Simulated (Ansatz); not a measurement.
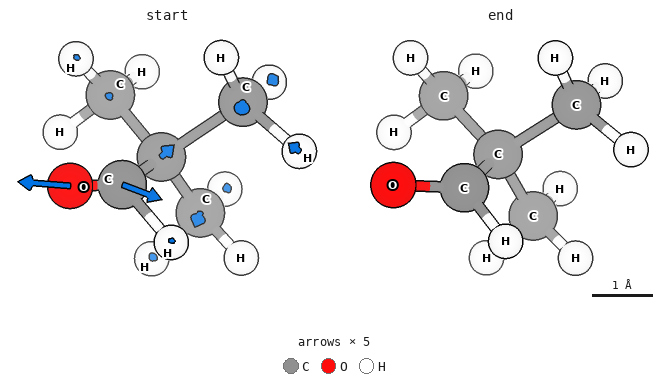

The structure of C$_{5}$H$_{10}$O before (left) and after (right) a relaxation, at one scale. The blue arrows give the displacements, 5 times their true length.

A ball-and-stick model, seen at a tilt.

All numbers below come from Ansatz 0.2.0, RKS r2SCANh/STO-3G.

The input:
```yaml
crystal:
  periodic: [false, false, false]
  atoms:
    - {symbol: C, position_ang: [-1.029664, -0.932127, 0.737183]}
    - {symbol: C, position_ang: [0.005728, -0.036114, 0.202296]}
    - {symbol: C, position_ang: [1.292916, -0.323192, 0.095708]}
    - {symbol: C, position_ang: [-0.409853, 0.078015, -1.504031]}
    - {symbol: C, position_ang: [-0.311402, 1.389695, 0.671234]}
    - {symbol: O, position_ang: [-0.766773, 1.756875, 1.398074]}
    - {symbol: H, position_ang: [-1.992846, -0.552361, 0.900622]}
    - {symbol: H, position_ang: [-0.841377, -1.930669, 0.310746]}
    - {symbol: H, position_ang: [-0.733522, -0.955667, 1.800141]}
    - {symbol: H, position_ang: [2.099926, 0.249820, -0.333287]}
    - {symbol: H, position_ang: [1.409746, -1.284452, -0.229738]}
    - {symbol: H, position_ang: [1.849559, -0.642679, 1.274567]}
    - {symbol: H, position_ang: [0.417942, 1.057841, -2.239279]}
    - {symbol: H, position_ang: [-0.280173, -0.709553, -1.871441]}
    - {symbol: H, position_ang: [-1.456553, 0.536306, -1.620376]}
    - {symbol: H, position_ang: [0.666765, 2.213427, 0.153527]}
basis:
  gaussian: {orbitals: STO-3G}
hamiltonian: {xc: {name: r2SCANh}}
scf: {lower_state_search: full}
relax: {f_tol: 0.001, max_steps: 2}
output: {forces: true}
```

Command:
```bash
ansatz run in.yaml --threads 2 --pin off --events-out ev --progress --plain --max-ram 32768MiB --backend cpu
```

Describe what moved and what it gained.

Answer. The relaxation stopped without meeting its thresholds, so the last structure isn't shown to be converged. The input was poor on purpose: steps. The largest move after the best rigid fit is that of O6, 0.19 Å. Largest moves by element: O 0.19 Å, C 0.15 Å, H 0.06 Å. Among the contacts that change: C5–O6 0.933 → 1.266 Å, C4–H14 0.879 → 1.018 Å, C4–H13 1.478 → 1.361 Å, C5–H16 1.380 → 1.265 Å. Bond angles that change, for instance: C2–C5–H16 107.1° → 115.9°, C2–C3–H10 130.1° → 123.4°, C1–C2–C4 103.1° → 108.9°. Over 1 geometry step the energy falls by 13.207 eV. The largest force component goes from 61 to 7.1 eV/Å. The run took of the order of 8 core-seconds on a shared host.

Limits of the set-up: STO-3G is a minimal basis, so the numbers are rough.
